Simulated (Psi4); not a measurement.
**Geometry relaxation, with input and output: PH2 (part 1 of 3)**

PH2, multiplicity 2, SMILES [PH2], computed with r2SCAN/cc-pVDZ, UKS (Psi4 1.11).

The geometry comes from this level: PBE0-D4/def2-TZVP.

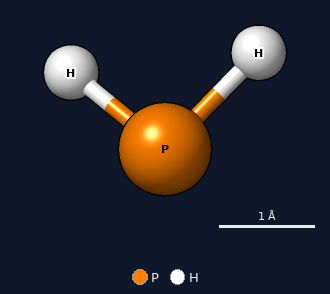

**Figure 1.** The starting structure (ball-and-stick view, seen at a tilt).

Key numbers:

| quantity | value |
| --- | --- |
| outcome | converged |
| total energy | −342.493444 hartree |
| basis functions | 28 |
| ⟨S²⟩ | 0.758 |
| dipole moment | 0.87 D |
| hardware | 1 thread of Intel Xeon @ 2.70GHz, 189 GiB of memory available, shared host |
| wall time | 8.7 s |
| peak memory | 0.33 GiB |

Remarks:

These settings are looser than, or depart from, a standard set-up, so the numbers are not reference values for this system.

The input (run.py):
```python
import psi4

psi4.set_memory('1600 MB')
psi4.set_num_threads(1)
psi4.core.set_output_file('h2p.out', False)

geom = psi4.geometry("""
0 2
P      0.525730    -0.309370     0.258210
H      0.114640     1.051490     0.176750
H     -0.640370    -0.742120    -0.434970
symmetry c1
""")

psi4.set_options({
    'basis': 'cc-pVDZ',
    'reference': 'uks',
    'puream': True,
    'scf_type': 'pk',
    'dft_radial_points': 15,
    'dft_spherical_points': 26,
    'g_convergence': 'gau_tight',
    'geom_maxiter': 50,
    'maxiter': 100,
})

E, wfn = psi4.optimize("R2SCAN", return_wfn=True)
print('E =', round(E, 9))
print(geom.to_string(dtype='xyz', units='Angstrom'))
```

Run as:
```bash
python run.py
```

Output:
```
gradient() will perform analytic gradient computation.

   => Loading Basis Set <=

    Name: CC-PVDZ
    Role: ORBITAL
    Keyword: BASIS

         ---------------------------------------------------------
                                   SCF
                              UKS Reference
                        1 Threads,   1525 MiB Core
         ---------------------------------------------------------

  ==> Geometry <==

    Molecular point group: c1
    Full point group: Cs

    Geometry (in Angstrom), charge = 0, multiplicity = 2:

       Center              X                  Y                   Z               Mass
    ------------   -----------------  -----------------  -----------------  -----------------
         P            0.053614617855    -0.028479080035    -0.000000000000    30.973761998420
         H           -0.345407113057     1.338397767951    -0.000000000000     1.007825032230
         H           -1.302345582071    -0.463142422308     0.000000000000     1.007825032230

  Running in c1 symmetry.

  Rotational constants: A =      9.02270  B =      8.03923  C =      4.25131 [cm^-1]
  Rotational constants: A = 270493.81723  B = 241010.12787  C = 127451.11763 [MHz]
  Nuclear repulsion =   11.408385682516982

  Charge       = 0
  Multiplicity = 2
  Electrons    = 17
  Nalpha       = 9
  Nbeta        = 8

  ==> Algorithm <==

  SCF Algorithm Type is PK.
  DIIS enabled.
  MOM disabled.
  Fractional occupation disabled.
  Guess Type is SAD.
  Energy threshold   = 1.00e-08
  Density threshold  = 1.00e-08
  Integral threshold = 1.00e-12

  ==> Primary Basis <==

  Basis Set: CC-PVDZ
    Blend: CC-PVDZ
    Number of shells: 14
    Number of basis functions: 28
    Number of Cartesian functions: 29
    Spherical Harmonics?: true
    Max angular momentum: 2

  ==> DFT Potential <==

   => LibXC <=

    Version 7.1.2

   => Composite Functional: R2SCAN <=

    r2SCAN Meta-GGA XC Functional  (0.1021/acs.jpclett.0c02405)

    Deriv               =              1
    GGA                 =           TRUE
    Meta                =           TRUE

    Exchange Hybrid     =          FALSE
    MP2 Hybrid          =          FALSE

   => Exchange Functionals <=

    1.0000   XC_MGGA_X_R2SCAN

   => Correlation Functionals <=

    1.0000   XC_MGGA_C_R2SCAN

   => LibXC Density Thresholds  <==

    XC_MGGA_C_R2SCAN:  1.00E-15
    XC_MGGA_X_R2SCAN:  1.00E-11

   => Molecular Quadrature <=

    Radial Scheme          =       TREUTLER
    Pruning Scheme         =           NONE
    Nuclear Scheme         =       TREUTLER

    Blocking Scheme        =         OCTREE
    BS radius alpha        =              1
    Pruning alpha          =              1
    Radial Points          =             15
    Spherical Points       =             26
    Total Points           =           1123
    Total Blocks           =             19
    Max Points             =            109
    Max Functions          =             28
    Weights Tolerance      =       1.00E-15

  ==> Integral Setup <==

  Using in-core PK algorithm.
   Calculation information:
      Number of atoms:                   3
      Number of AO shells:              14
      Number of primitives:             60
      Number of atomic orbitals:        29
      Number of basis functions:        28

      Integral cutoff                 1.00e-12
      Number of threads:                 1

  Performing in-core PK
  Using 165242 doubles for integral storage.
  We computed 5565 shell quartets total.
  Whereas there are 5565 unique shell quartets.

  ==> DiskJK: Disk-Based J/K Matrices <==

    J tasked:                  Yes
    K tasked:                   No
    wK tasked:                  No
    Memory [MiB]:             1142
    Schwarz Cutoff:          1E-12

  Cached 100.0% of DFT collocation blocks in 0.002 [GiB].

  Minimum eigenvalue in the overlap matrix is 2.6052185447E-02.
  Reciprocal condition number of the overlap matrix is 7.5283050934E-03.
    Using symmetric orthogonalization.

  ==> Pre-Iterations <==

  SCF Guess: Superposition of Atomic Densities via on-the-fly atomic UHF (no occupation information).

   -------------------------
    Irrep   Nso     Nmo
   -------------------------
     A         28      28
   -------------------------
    Total      28      28
   -------------------------

  ==> Iterations <==

                        Total Energy        Delta E     RMS |[F,P]|

   @UKS iter SAD:  -342.23725271508522   -3.42237e+02   0.00000e+00
   @UKS iter   1:  -342.47571199787637   -2.38459e-01   5.42147e-03 ADIIS/DIIS
   @UKS iter   2:  -342.48821757629145   -1.25056e-02   3.23195e-03 ADIIS/DIIS
   @UKS iter   3:  -342.49374713661251   -5.52956e-03   4.31359e-04 ADIIS/DIIS
   @UKS iter   4:  -342.49386090290045   -1.13766e-04   1.94501e-04 ADIIS/DIIS
   @UKS iter   5:  -342.49388969738413   -2.87945e-05   2.99500e-05 DIIS
   @UKS iter   6:  -342.49389069043457   -9.93050e-07   6.72010e-06 DIIS
   @UKS iter   7:  -342.49389076630240   -7.58678e-08   1.38196e-06 DIIS
   @UKS iter   8:  -342.49389077032686   -4.02446e-09   2.07912e-07 DIIS
   @UKS iter   9:  -342.49389077041678   -8.99263e-11   2.71177e-08 DIIS
   @UKS iter  10:  -342.49389077041769   -9.09495e-13   4.92743e-09 DIIS
  Energy and wave function converged.

  ==> Post-Iterations <==

   Electrons on quadrature grid:
      Nalpha   =    9.0076068570 ; deviation = 7.607e-03
      Nbeta    =    8.0069673547 ; deviation = 6.967e-03
      Ntotal   =   17.0145742117 ; deviation = 1.457e-02

   @Spin Contamination Metric:   8.056617246E-03
   @S^2 Expected:                7.500000000E-01
   @S^2 Observed:                7.580566172E-01
   @S   Expected:                5.000000000E-01
   @S   Observed:                5.000000000E-01

    Orbital Energies [Eh]
    ---------------------

    Alpha Occupied:

       1A    -76.869343     2A     -6.483178     3A     -4.629572
       4A     -4.627184     5A     -4.623260     6A     -0.605830
       7A     -0.360179     8A     -0.286276     9A     -0.235035

    Alpha Virtual:

      10A      0.019053    11A      0.041260    12A      0.299822
      13A      0.316898    14A      0.390950    15A      0.392645
      16A      0.396347    17A      0.409219    18A      0.415457
      19A      0.551725    20A      0.599926    21A      0.737531
      22A      0.904636    23A      1.381464    24A      1.386599
      25A      1.483899    26A      1.579623    27A      1.975444
      28A      2.027057

    Beta Occupied:

       1A    -76.863981     2A     -6.484123     3A     -4.624736
       4A     -4.621171     5A     -4.620915     6A     -0.565578
       7A     -0.353645     8A     -0.268516

    Beta Virtual:

       9A     -0.129575    10A      0.024440    11A      0.062059
      12A      0.318979    13A      0.343876    14A      0.394065
      15A      0.427453    16A      0.443887    17A      0.454982
      18A      0.470771    19A      0.557292    20A      0.618138
      21A      0.778379    22A      0.901430    23A      1.373649
      24A      1.375954    25A      1.481549    26A      1.571188
      27A      1.967857    28A      2.016437

    Final Occupation by Irrep:
              A
    DOCC [     8 ]
    SOCC [     1 ]
    NA   [     9 ]
    NB   [     8 ]

  @UKS Final Energy:  -342.49389077041769

   => Energetics <=

    Nuclear Repulsion Energy =             11.4083856825169825
    One-Electron Energy =                -495.3748632306981108
    Two-Electron Energy =                 165.3811831094954812
    DFT Exchange-Correlation Energy =     -23.9085963317320633
    Empirical Dispersion Energy =           0.0000000000000000
    VV10 Nonlocal Energy =                  0.0000000000000000
    Total Energy =                       -342.4938907704176927

  UHF NO Occupations:
  HONO-2 :    7  A 1.9995796
  HONO-1 :    8  A 1.9965891
  HONO-0 :    9  A 1.0000000
  LUNO+0 :   10  A 0.0034109
  LUNO+1 :   11  A 0.0004204
  LUNO+2 :   12  A 0.0002016
  LUNO+3 :   13  A 0.0000011

Computation Completed

Properties will be evaluated at   0.000000,   0.000000,   0.000000 [a0]

Properties computed using the SCF density matrix

 Multipole Moments:

 ------------------------------------------------------------------------------------
     Multipole            Electronic (a.u.)      Nuclear  (a.u.)        Total (a.u.)
 ------------------------------------------------------------------------------------

 L = 1.  Multiply by 2.5417464519 to convert [e a0] to [Debye]
 Dipole X            :          1.3243341           -1.5940472           -0.2697130
 Dipole Y            :         -0.7034642            0.8467280            0.1432638
 Dipole Z            :         -0.0000000            0.0000000           -0.0000000
 Magnitude           :                                                    0.3054008

 ------------------------------------------------------------------------------------

	total time  =          2 seconds =       0.03 minutes

         ------------------------------------------------------------
                                   SCF GRAD
         ------------------------------------------------------------

  ==> Geometry <==

    Molecular point group: c1
    Full point group: Cs

    Geometry (in Angstrom), charge = 0, multiplicity = 2:

       Center              X                  Y                   Z               Mass
    ------------   -----------------  -----------------  -----------------  -----------------
         P            0.053614617855    -0.028479080035    -0.000000000000    30.973761998420
         H           -0.345407113057     1.338397767951    -0.000000000000     1.007825032230
         H           -1.302345582071    -0.463142422308     0.000000000000     1.007825032230

  Nuclear repulsion =   11.408385682516982

  ==> Basis Set <==

  Basis Set: CC-PVDZ
    Blend: CC-PVDZ
    Number of shells: 14
    Number of basis functions: 28
    Number of Cartesian functions: 29
    Spherical Harmonics?: true
    Max angular momentum: 2

  ==> DirectJKGrad: Integral-Direct SCF Gradients <==

    Gradient:                    1
    J tasked:                  Yes
    K tasked:                   No
    wK tasked:                  No
    Integrals threads:           1
    Schwarz Cutoff:          1E-12

   => Molecular Quadrature <=

    Radial Scheme          =       TREUTLER
    Pruning Scheme         =           NONE
    Nuclear Scheme         =       TREUTLER

    Blocking Scheme        =         OCTREE
    BS radius alpha        =              1
    Pruning alpha          =              1
    Radial Points          =             15
    Spherical Points       =             26
    Total Points           =           1123
    Total Blocks           =             19
    Max Points             =            109
    Max Functions          =             28
    Weights Tolerance      =       1.00E-15

  -Total Gradient:
     Atom            X                  Y                   Z
    ------   -----------------  -----------------  -----------------
       1        0.018365593388    -0.009758334516     0.000000000000
       2       -0.001089158614    -0.003680138406     0.000000000000
       3        0.002441701900     0.002961864392    -0.000000000000

	total time  =          1 seconds =       0.02 minutes

    			-----------------------------------------

    			 OPTKING 3.0: for geometry optimizations

    			        with contributions from

    			-----------------------------------------

	                            ===> Fragment 1 <==

	 Z (Atomic Numbers)          Masses                          Geom
	      15.000000            30.973762          0.10131694 -0.05381766 -0.00000000
	       1.000000             1.007825         -0.65272485  2.52920523 -0.00000000
	       1.000000             1.007825         -2.46107647 -0.87521234  0.00000000

	 - Coordinate -           - BOHR/RAD -       - ANG/DEG -
	 R(1,2)           =         2.690834           1.423928
	 R(1,3)           =         2.690827           1.423924
	 B(2,1,3)         =         1.596975          91.499949

	        --- Internal Coordinate Step in ANG or DEG, aJ/ANG or AJ/DEG ---
	-------------------------------------------------------------------------------
	           Coordinate      Previous         Force          Change          New
	           ----------      --------        ------          ------        ------
	               R(1,2)       1.42393       -0.01620       -0.00497       1.41896
	               R(1,3)       1.42392       -0.01618       -0.00496       1.41896
	             B(2,1,3)      91.49995        0.00152        7.02851      98.52846
	-------------------------------------------------------------------------------

	                                 ==> Convergence Check <==

	Measures of convergence in internal coordinates in au.

	Criteria marked as inactive (o), active & met (*), and active & unmet ( ).

	----------------------------------------------------------------------------------------------~
	   Step    Total Energy     Delta E     Max Force     RMS Force      Max Disp      RMS Disp   ~
	----------------------------------------------------------------------------------------------~
	  Convergence Criteria              o    1.50e-05 *    1.00e-05 *    6.00e-05 *    4.00e-05 *~
	----------------------------------------------------------------------------------------------~
	     1    -342.49389077   -3.42e+02 o    1.99e-02      1.16e-02      1.23e-01      7.12e-02    ~
	----------------------------------------------------------------------------------------------

Next Geometry in Ang
	Fragment 1 (Ang)

	    P   0.0137990539  -0.0073271476  -0.0000000000
	    H  -0.2995916110   1.3765934484  -0.0000000000
	    H  -1.3083455202  -0.5224900351   0.0000000000

    Structure for next step:
    Molecular point group: c1
    Full point group: Cs

    Geometry (in Angstrom), charge = 0, multiplicity = 2:

    P            0.049965526874    -0.026540508327    -0.000000000000
    H           -0.263425138001     1.357380087668    -0.000000000000
    H           -1.272179047280    -0.541703395841     0.000000000000

gradient() will perform analytic gradient computation.

  ==> Geometry <==

    Molecular point group: c1
    Full point group: Cs

    Geometry (in Angstrom), charge = 0, multiplicity = 2:
```
